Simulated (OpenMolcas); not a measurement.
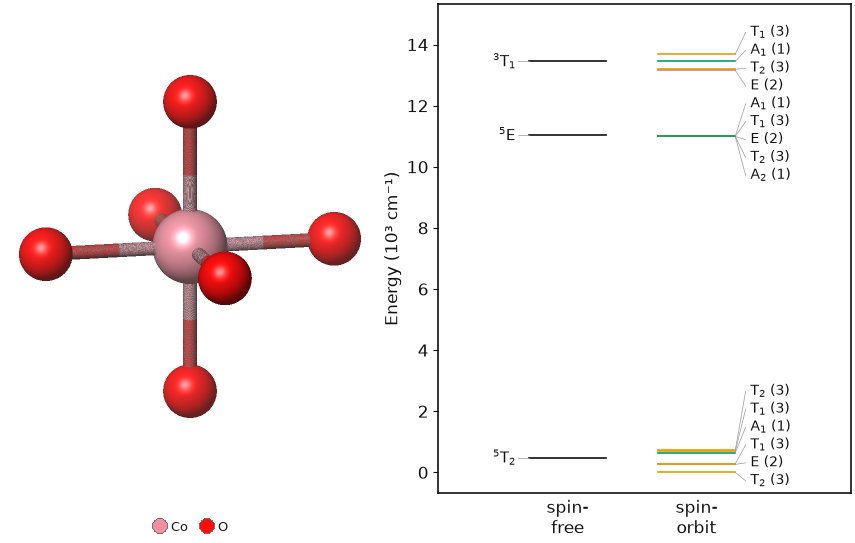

Co³⁺ (3d⁶) as a dopant in MgO, a cluster with its 6 nearest O²⁻ at 2.164 Å (octahedron) embedded in model potentials and point charges; the geometry was set, not optimised, and its levels. Labels give the representation in O, Td, D4 or D3 as the site allows (double group for half-integer spin) where it could be assigned and, in brackets, the degeneracy; spin-free states, where drawn, share the zero of the spin-orbit levels. The calculation used state-averaged CASSCF, active space 6 electrons in the shell 3d, basis ANO-RCC-VDZP on all atoms, DKH2 scalar Hamiltonian, spin-orbit coupling by RASSI with atomic mean-field integrals (OpenMolcas).

Question: What does the figure show?

Answer: The ground level is T₂, 3-fold degenerate, 100 % from states of spin multiplicity 5. The next level lies at 263 cm⁻¹ (E). The lowest spin-free state is ⁵T₂; of the same spin there follows at 10,600 cm⁻¹ (⁵E) above it. The active orbitals hold 84 to 96 % metal character (Löwdin), and the Mulliken charge of the metal is +1.27.

Note: small active space favours high spin, ground spin may be wrong; the geometry is set by hand, with no relaxation and no charge compensation.
